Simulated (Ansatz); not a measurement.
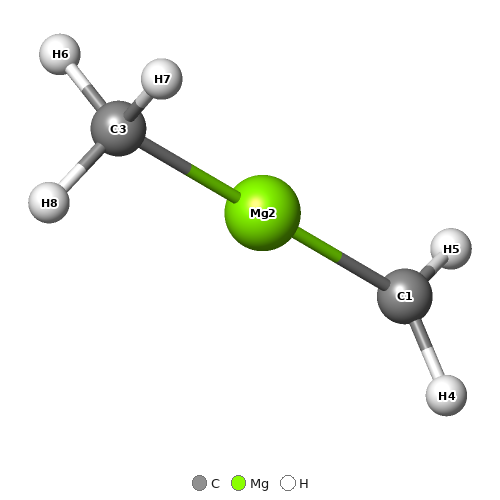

The system is C₂H₅Mg, SMILES [CH2][Mg][CH3], spin multiplicity 2; the picture shows the reference structure. The first coordinate is: umbrella angle at C1 (between each of its bonds and their common axis; 90 is planar); the second: change of the bonds C1–Mg2, C1–H4, C1–H5, all alike. Nothing is relaxed (all other coordinates rigid). The scan uses an 11 × 11 grid. Points are written as (first, second). All energies are given in kJ/mol relative to the lowest grid point. Computed with Ansatz, UKS PBE0-D4/def2-TZVP.

Its coordinates:

```yaml
atoms:
  - { symbol: C, position_ang: [-1.3073, 1.2381, -1.4527] }
  - { symbol: Mg, position_ang: [-0.1389, 0.1352, -0.1729] }
  - { symbol: C, position_ang: [1.0453, -0.9830, 1.1256] }
  - { symbol: H, position_ang: [-2.0853, 0.8373, -2.1078] }
  - { symbol: H, position_ang: [-1.2524, 2.3213, -1.5894] }
  - { symbol: H, position_ang: [1.3872, -0.3889, 1.9795] }
  - { symbol: H, position_ang: [1.9398, -1.3736, 0.6294] }
  - { symbol: H, position_ang: [0.5039, -1.8436, 1.5324] }
```

Range: umbrella angle at C1 (between each of its bonds and their common axis; 90 is planar) from 66.0 to 114.0°; change of the bonds C1–Mg2, C1–H4, C1–H5, all alike from −0.155 to 0.240 Å.

What landscape does the calculation give?

Answer. The lowest grid point is at (90.0°, 0.003 Å). It is the only kind of minimum in the scanned range. The highest grid point, (114.0°, −0.155 Å), lies 186 kJ/mol above the lowest. Round the minimum the two coordinates are nearly uncoupled.

```csv
"second ↓, first →",66.0,70.8,75.6,80.4,85.2,90.0,94.8,99.6,104.4,109.2,114.0
0.240,170,159,152,147,145,145,145,147,152,159,170
0.201,138,125,117,112,109,108,109,112,117,125,138
0.161,108,94,84,78,75,74,75,78,84,94,108
0.122,83,68,57,50,47,46,47,50,57,68,83
0.082,64,47,35,28,23,22,23,28,35,47,64
0.042,52,34,21,13,8,6,8,13,21,34,52
0.003,50,30,16,7,2,0,2,7,16,30,50
−0.037,59,39,24,13,7,6,7,13,24,39,59
−0.076,82,61,45,34,27,25,27,34,45,61,82
−0.116,124,101,84,73,66,63,66,73,84,101,124
−0.155,186,163,145,132,125,122,125,132,145,163,186
```

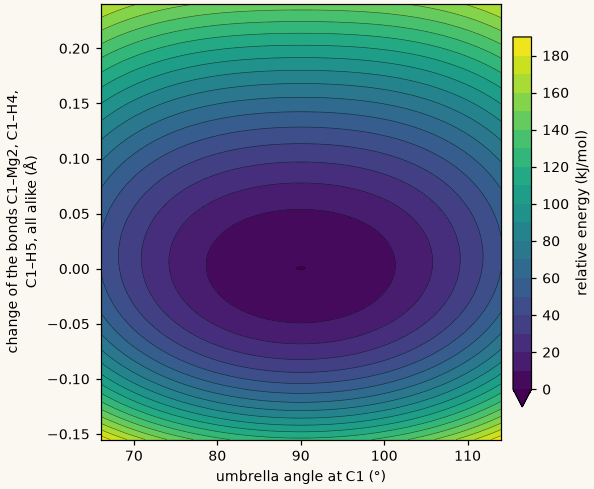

Drawn: filled contours. Between grid points the surface is interpolated.

The whole map (121 points run) took 19 min on 1 thread of Arm Neoverse N1, on a shared host.
